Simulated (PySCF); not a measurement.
## Electronic structure of C₆H₁₃BO₂Si (SMILES CCCB1OCOC=C1[SiH3]) in real space

Input

```
{"job": {"kind": "nmr", "xc": "PBE0", "basis": "pcSseg-1"}, "charge": 0, "multiplicity": 1}
C      3.283519     0.363206    -0.576034
C      1.803521     0.047064    -0.756629
C      1.162828    -0.453771     0.546727
B     -0.392655    -0.720658     0.364709
O     -0.796733    -1.989855     0.119014
C     -2.151173    -2.248356    -0.067863
O     -2.866205    -1.241165    -0.730147
C     -2.578768     0.036824    -0.351471
C     -1.463113     0.413462     0.286189
Si    -1.220852     2.197100     0.803796
H      3.418754     1.126532     0.187504
H      3.713805     0.726894    -1.506876
H      3.829700    -0.526461    -0.270121
H      1.279886     0.943913    -1.094995
H      1.685986    -0.715386    -1.529402
H      1.683638    -1.361276     0.855972
H      1.332000     0.301482     1.317304
H     -2.613723    -2.421662     0.924665
H     -2.255312    -3.151538    -0.680797
H     -3.369310     0.702041    -0.678427
H     -0.044684     2.784669     0.156258
H     -1.034040     2.247150     2.258624
H     -2.411825     2.966776     0.432078
```

Run with:

```sh
OMP_NUM_THREADS=1 python probes_run.py task.json out
```

Geometry: GFN2-xTB.

The calculation used PBE0/pcSseg-1, SCF density, gas phase, non-relativistic (PySCF).

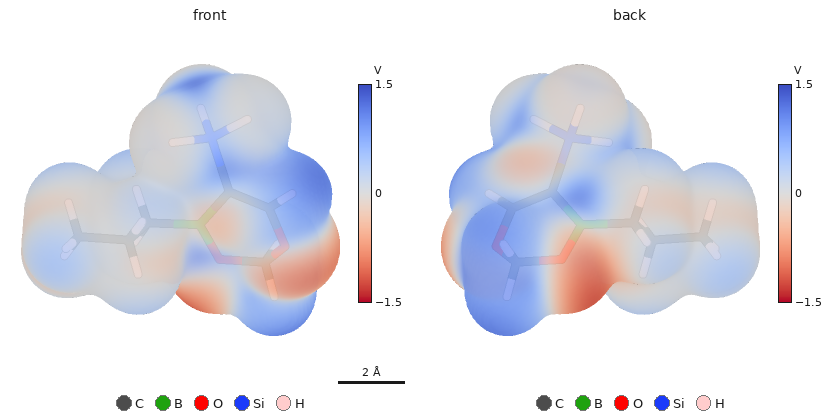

Figure 1. The molecular electrostatic potential painted on the density surface at 0.002 e/bohr³, seen from the front and from behind; the colour scale runs from red (negative) to blue (positive).

Question: Describe the electrostatic potential map.

Answer: The most negative region (about −1.1 V, or −25 kcal/mol for a unit charge) lies over O5, the most positive (about +1.1 V, or +25 kcal/mol for a unit charge) over Si10, H19 and H20. O5 is the likeliest acceptor of a hydrogen bond.

Question: How polar is the molecule by this calculation?

Answer: Its dipole moment is 1.07 D.

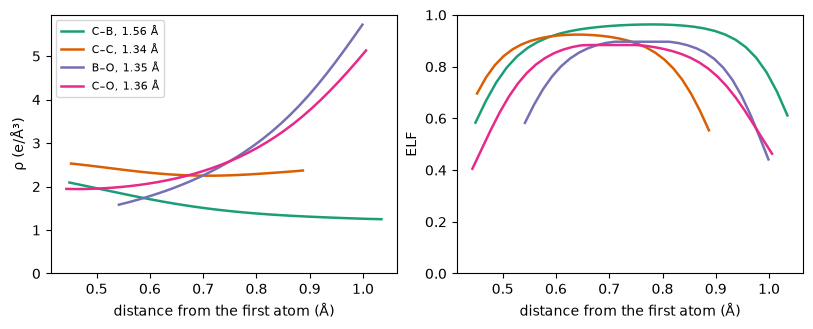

Figure 2. Total electron density and ELF along straight lines between neighbouring atoms. The curves leave out the atomic cores.

Question: What kind of bonding do the profiles show?

Answer: C–B (1.56 Å): ρ is about 1.4 e/Å³ halfway; the ELF peaks at about 0.95 between the atoms; localised, covalent bonding.
C–C (1.34 Å): ρ at the midpoint is about 2.3 e/Å³; the ELF peaks at about 0.90 between the atoms; a multiple bond.
B–O (1.35 Å): ρ at the midpoint is about 2.1 e/Å³; the ELF peaks at about 0.90 between the atoms, as expected for a short, strongly polar bond.
C–O (1.36 Å): ρ is about 2.3 e/Å³ halfway, with its minimum of 1.9 e/Å³ about 0.5 Å from C; the ELF peaks at about 0.90 between the atoms, as expected for a polar covalent bond.
